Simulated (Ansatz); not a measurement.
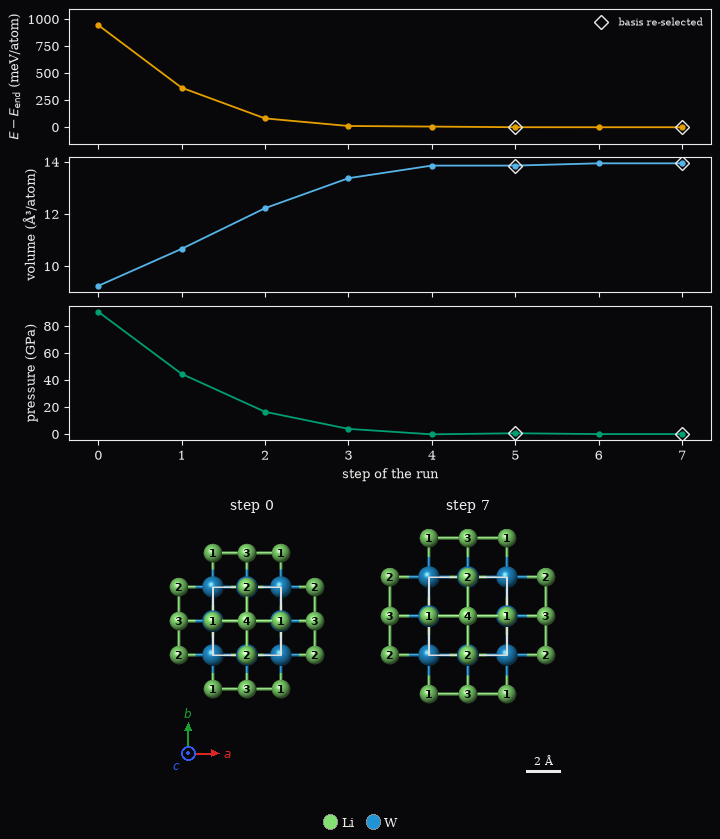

First and last geometry of a relaxation of solid Li4W3 (a generated structure, set up in Pm-3m) (coarse preliminary run), with the history of the run. The picture is a ball-and-stick view of the cell of the calculation, seen along the c axis.

Theory: DFT PBE, scalar-relativistic, plane waves, PAW in Ansatz.

Input
```yaml
crystal:
  lattice:
    - [4.01542531, 0.0, 0.0]
    - [0.0, 4.01542531, 0.0]
    - [0.0, 0.0, 4.01542531]
  atoms:
    - { symbol: Li, position: [0.0, 0.5, 0.5] }
    - { symbol: Li, position: [0.5, 0.0, 0.5] }
    - { symbol: Li, position: [0.5, 0.5, 0.0] }
    - { symbol: Li, position: [0.5, 0.5, 0.5] }
    - { symbol: W, position: [0.5, 0.0, 0.0] }
    - { symbol: W, position: [0.0, 0.5, 0.0] }
    - { symbol: W, position: [0.0, 0.0, 0.5] }
basis:
  ecutwfc: 420
kpoints:
  mp_grid: { grid: [4, 4, 4] }
hamiltonian:
  xc: pbe
scf:
  occupations: { method: gaussian, width: 0.1 }
  lower_state_search: "off"
output:
  forces: true
  stress: true
  eigenvalues: true
relax:
  adjacent_minimum: "off"
  f_tol: 0.04
  max_steps: 70
  cell: { stress_tol: 0.4 }
```

Run as
```bash
ansatz run input.yaml --threads 1 --pin off --max-ram 2048MiB --backend cpu --events-out ev --progress --plain --runs-dir out
```

**Did the run converge, and what did it change?**

It converged. After 5 accepted moves (7 points after the start) the energy has fallen by 945 meV per atom. All forces vanish by symmetry, so only the cell relaxes. The pressure goes from 90.70 to 0.07 GPa. The SCF was repeated twice at an unchanged geometry on a basis and grid sized afresh for the cell, which shifted the energy by 5.9 meV per atom at most. No atom moves by more than 0.005 Å relative to the cell. Cell: a = b = c 4.015 → 4.604 Å (+14.7 %). Volume +50.8 %. Among the contacts that change: W5–W6 2.839 → 3.256 Å, Li4–W5 2.839 → 3.256 Å, Li1–Li4 2.008 → 2.302 Å, Li1–W6 2.008 → 2.302 Å. The space group stays Pm-3m (No. 221). Cost: 12 s on 1 thread of Arm Neoverse V2, on a shared host, peak memory 0.35 GiB.

Limits of the set-up: the k-point mesh is coarse for a cell with partly filled bands.
